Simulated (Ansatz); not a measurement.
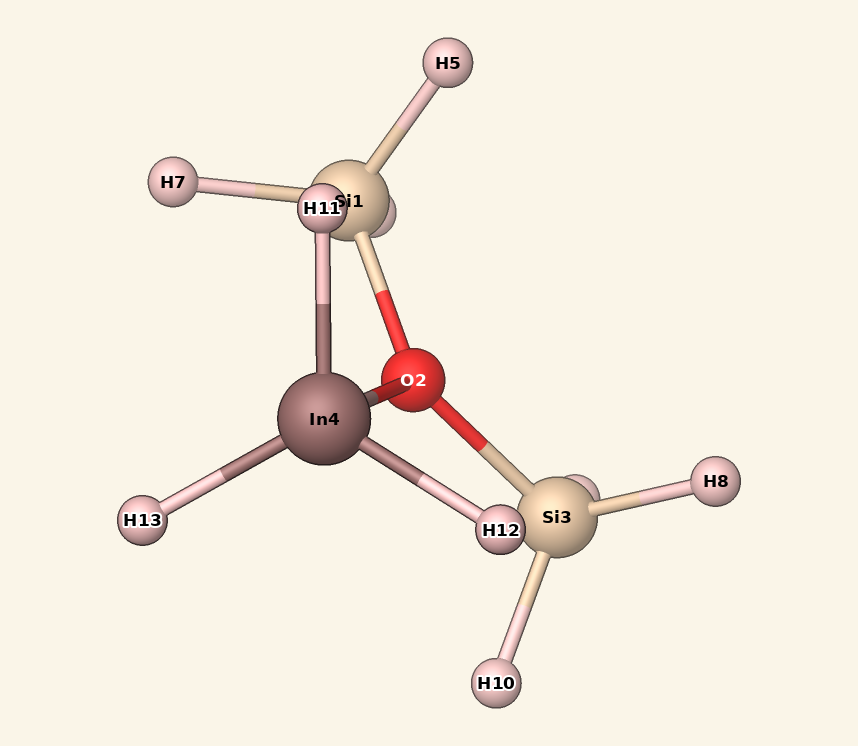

O2 lies behind In4. The molecule seen a little off the In4–O2 bond, In4 in front. Distant atoms are faded towards the background colour. The geometry was computed by an optimisation with PBE-D4/def2-SVP. No frequency run is at hand to confirm it as a minimum.

Question: What is the torsion angle H11–In4–O2–Si1? The sign is positive where the front bond must turn clockwise to cover the back bond.

Answer: −29°, synperiplanar.
